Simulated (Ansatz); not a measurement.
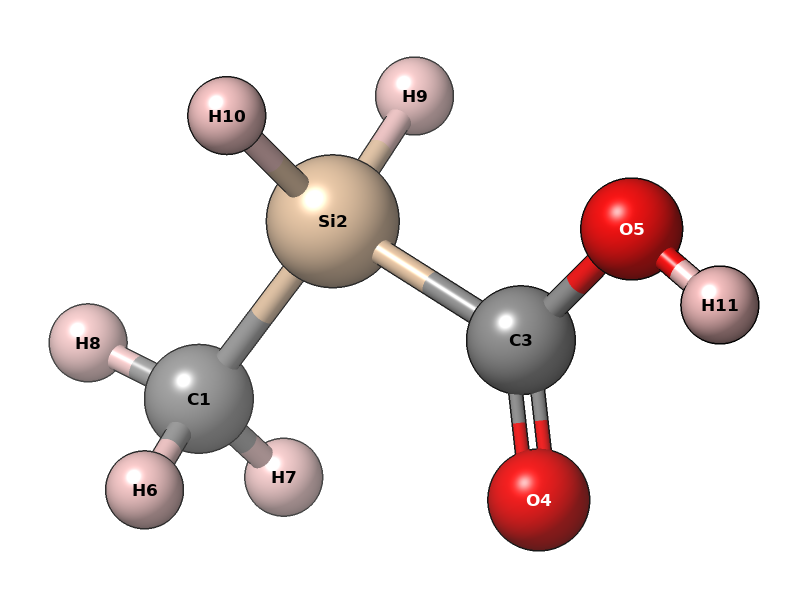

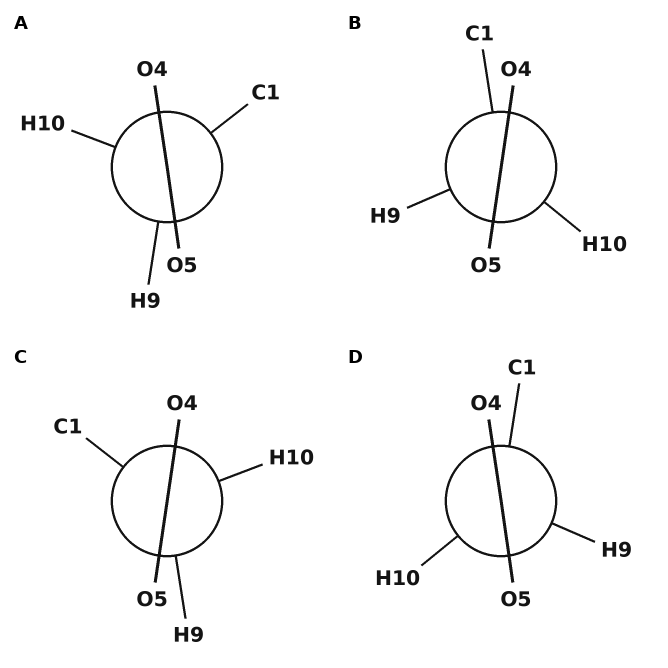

Distant atoms are faded towards the background colour. Bonds that would overlap in a projection are set slightly apart. Computed geometry: PBE-D4/def2-SVP optimisation. No frequency run is at hand to confirm it as a minimum.

Which Newman projection shows the view along C3–Si2, with C3 in front?

Answer. B. The torsion angle O5–C3–Si2–C1 is 180°, antiperiplanar (anti).
